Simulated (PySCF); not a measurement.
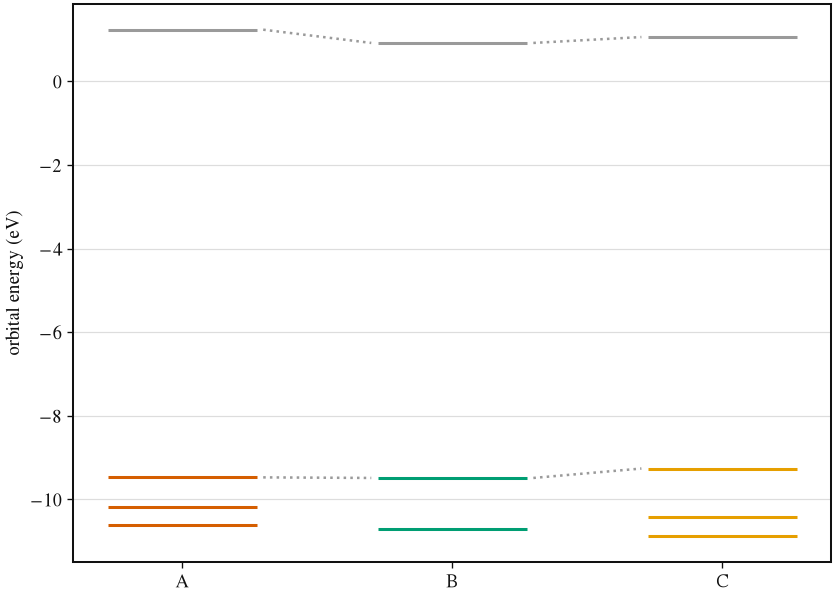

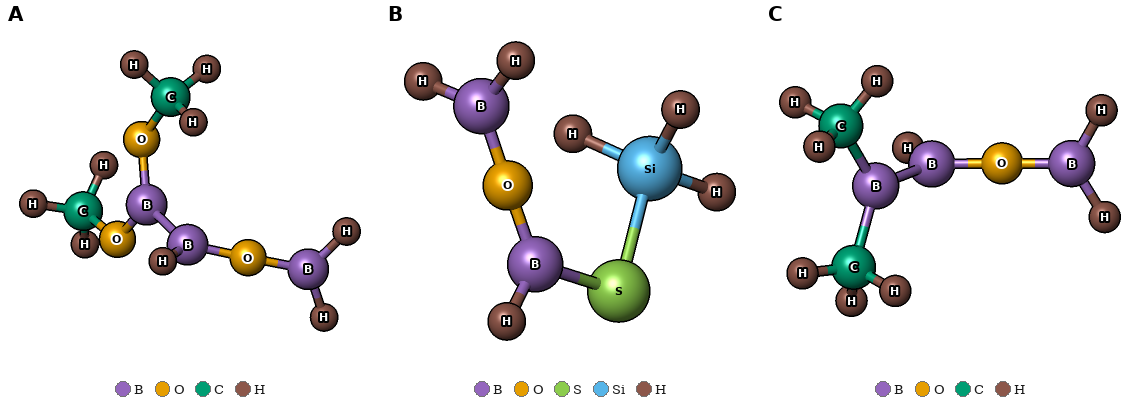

Related molecules: A is C₂H₉B₃O₃, SMILES BOBB(OC)OC; B is B₂SiH₆SO, SMILES BOBS[SiH3]; C is C₂H₉B₃O, SMILES BOBB(C)C. Frontier orbital energies, ωB97X-D/def2-SVPD in PySCF, at a GFN2-xTB geometry (no frequency check); drawn are at most three filled levels and, in grey, the LUMO with any level within 0.03 eV of it; dotted lines join the HOMOs and the LUMOs.

What does the change do to the frontier levels?

From A to B the HOMO hardly moves and the LUMO falls by 0.32 eV, so the separation goes from 10.71 to 10.41 eV. From A to C the HOMO rises by 0.21 eV and the LUMO falls by 0.18 eV, so the separation goes from 10.71 to 10.32 eV.

Limits of at least one run: empty levels above zero depend strongly on the basis; one conformer of a flexible molecule; the tight-binding geometry is rougher than a DFT one and adds to the error.
